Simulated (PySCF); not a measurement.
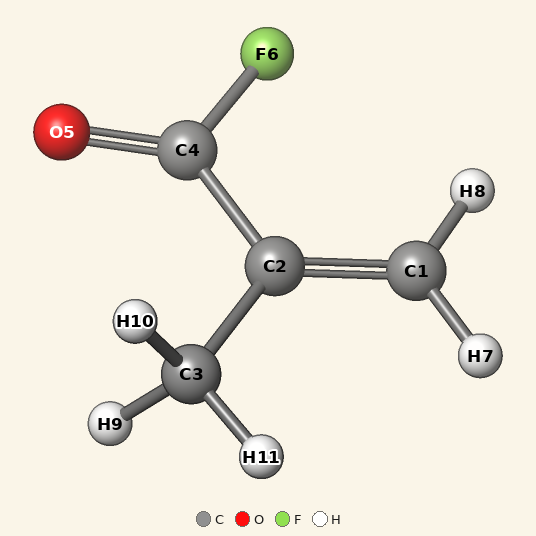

The computed structure is the end point of a GFN2-xTB optimisation. No frequency run is at hand to confirm it as a minimum. Level of theory: delta-SCF UKS SCAN, pcX-2 on the ionised atom, pcseg-1 elsewhere, spin-free X2C (PySCF 2.14.0).

Give the core-electron binding energies (to vacuum) of C1 1s, C2 1s, C3 1s, C4 1s, O5 1s, F6 1s.

```
atom  level  binding energy (eV)
  C1     1s                291.1
  C2     1s                291.8
  C3     1s                291.3
  C4     1s                295.6
  O5     1s                538.5
  F6     1s                693.0
```
